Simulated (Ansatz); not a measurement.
**SiH3 (doublet): trial inputs and their diagnosis at scale of all distances = 1.321**

4 inputs are run for SiH3 (doublet) as typed; the log has to tell whether the result can be used and what must change.

Method: the settings change from run to run; program: Ansatz 0.2.0, Gaussian basis.

7 further runs of the same task are left out: 1 for a mislabelled method, 4 that didn't finish, 2 set aside as unsound or not needed.

### Step 1. The geometry

The geometry derives from a PBE0/def2-TZVP stationary point (not a proven minimum). All distances are scaled together.

4 atoms, charge 0, spin multiplicity 2.

Atoms are counted from 1 here; the program's logs count them from 0.

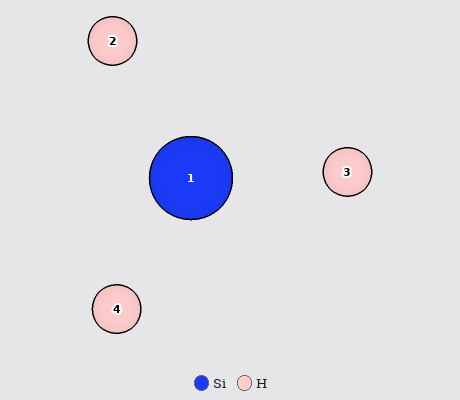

The geometry (silicon blue, hydrogen pink); atoms are numbered from 1 in the order of the file.

### Step 2. Attempt 1

File in.yaml:

```yaml
crystal:
  periodic: [false, false, false]
  atoms:
    - {symbol: Si, position_ang: [0.000118, -0.000082, -0.057777]}
    - {symbol: H, position_ang: [1.869675, 0.019277, 0.540444]}
    - {symbol: H, position_ang: [-0.952518, 1.611644, 0.532401]}
    - {symbol: H, position_ang: [-0.920457, -1.628637, 0.537064]}
basis:
  gaussian: {orbitals: 6-31G}
magnetization: {spin_polarized: false, initial_magnetization: 1}
correlation: {method: caspt2, electrons: outside_noble_gas}
```

On the command line:

```bash
ansatz run in.yaml --threads 1 --pin off --events-out ev --progress --plain --max-ram 2393MiB
```

What it wrote:

```text
Error: YAML parse error: error: line 11 column 23: unknown variant `caspt2`, expected one of mp2, rpa, ccsd, ccsd_t, bccd, bccd_t, ccsdt, ccsdt_q, ccsdt_q_b, ccsdtq, fci, sc_nevpt2, fic_nevpt4_sd, fic_mrcisd_q, fic_mrcisd_q_relaxed
  --> <input>:11:23
   |
 9 |   gaussian: {orbitals: 6-31G}
10 | magnetization: {spin_polarized: false, initial_magnetization: 1}
11 | correlation: {method: caspt2, electrons: outside_noble_gas}
   |                       ^ unknown variant `caspt2`, expected one of mp2, rpa, ccsd, ccsd_t, bccd, bccd_t, ccsdt, ccsdt_q, ccsdt_q_b, ccsdtq, fci, sc_nevpt2, fic_nevpt4_sd, fic_mrcisd_q, fic_mrcisd_q_relaxed
```

Wall time 0.03 s (1 thread of Arm Neoverse V2, shared host).

**Diagnosis.** The run was refused. The method's name isn't one that the program knows. Cure: name one from the list in the message.

### Step 3. Attempt 2

File in.yaml:

```yaml
crystal:
  periodic: [false, false, false]
  atoms:
    - {symbol: Si, position_ang: [0.000118, -0.000082, -0.057777]}
    - {symbol: H, position_ang: [1.869675, 0.019277, 0.540444]}
    - {symbol: H, position_ang: [-0.952518, 1.611644, 0.532401]}
    - {symbol: H, position_ang: [-0.920457, -1.628637, 0.537064]}
basis:
  gaussian: {orbitals: 6-31G}
magnetization: {spin_polarized: false, initial_magnetization: 1}
correlation: {method: fic_mrcisd_q, electrons: all}
```

Same command.

What it wrote:

```text
Error: this correlation method needs an active space: name one as the reference
```

It took 0.03 s on 1 thread of Arm Neoverse V2, shared host.

What is wrong: The run was refused. This method needs an active space and has none. Cure: add an active_space block.

### Step 4. Attempt 3

File in.yaml:

```yaml
crystal:
  periodic: [false, false, false]
  atoms:
    - {symbol: Si, position_ang: [0.000118, -0.000082, -0.057777]}
    - {symbol: H, position_ang: [1.869675, 0.019277, 0.540444]}
    - {symbol: H, position_ang: [-0.952518, 1.611644, 0.532401]}
    - {symbol: H, position_ang: [-0.920457, -1.628637, 0.537064]}
basis:
  gaussian: {orbitals: 6-31G}
magnetization: {spin_polarized: false, initial_magnetization: 2}
hamiltonian: {xc: {name: PBE0}}
correlation: {method: ccsd, electrons: outside_noble_gas}
scf: {lower_state_search: off}
output: {forces: true}
```

The command is unchanged.

What it wrote:

```text
Error: a molecule whose nuclei and cores have a total charge of 17 cannot have a net charge of 0 together with 2 unpaired electrons
```

Run time: 0.03 s. Hardware: 1 thread of Arm Neoverse V2, shared host.

What is wrong: The run was refused. The number of unpaired electrons doesn't fit the electron count. Cure: make charge and initial_magnetization agree.

### Step 5. Attempt 4

File in.yaml:

```yaml
crystal:
  periodic: [false, false, false]
  atoms:
    - {symbol: Si, position_ang: [0.000118, -0.000082, -0.057777]}
    - {symbol: H, position_ang: [1.869675, 0.019277, 0.540444]}
    - {symbol: H, position_ang: [-0.952518, 1.611644, 0.532401]}
    - {symbol: H, position_ang: [-0.920457, -1.628637, 0.537064]}
basis:
  gaussian: {orbitals: def2-SVP}
magnetization: {spin_polarized: false, initial_magnetization: 1}
correlation: {active_space: {ras: {orbitals: [3, 1, 24], electrons: 8, max_holes: 2, max_particles: 2}, fixed_orbitals: true}}
accuracy: high
output: {forces: true}
```

Launched as before.

What it wrote:

```text
Functional definition: HF
  name "HF"
  cite "Fock, Z. Phys. 61, 126 (1930) doi:10.1007/BF01340294"
  parent pbe
  exchange = exact_x
  correlation = 0
587 factors; integrals over basis functions are off by at most 3.8e-9 eV
mean field evaluation 1: about -7901.4876 eV, gradient 7.7e0 eV
mean field evaluation 2: about -7901.4999 eV, gradient 7.7e0 eV
mean field evaluation 4: about -7902.0905 eV, gradient 1.0e0 eV
mean field evaluation 8: about -7902.1117 eV, gradient 3.5e-3 eV
mean field -7902.11166132 eV, -290.3972473098 hartree, gradient 2.9e-8 eV, S^2 0.750000; 0 other end points of the search recorded, 0 dependent functions left out
reference -7902.11166132 eV, -290.3972473098 hartree; 9, 8 occupied and 24, 25 virtual orbitals, 587 factors
Error: 8 electrons in 28 orbitals form no window around the highest filled level of the reference
```

It took 0.18 s on 1 thread of Arm Neoverse V2, shared host.

What is wrong: The run stopped with an error. The electron count of the restricted space is wrong. Cure: count the correlated electrons again.

### Step 6. Summary

| attempt | level | ended | cause | time |
| --- | --- | --- | --- | --- |
| 1 | 'caspt2'/6-31G | refused | the method's name isn't one that the program knows | 0.03 s |
| 2 | 'fic_mrcisd_q'/6-31G | refused | this method needs an active space and has none | 0.03 s |
| 3 | CCSD/6-31G | refused | the number of unpaired electrons doesn't fit the electron count | 0.03 s |
| 4 | CISD/def2-SVP | stopped by an error | the electron count of the restricted space is wrong | 0.18 s |

3 refused, 1 stopped by an error.
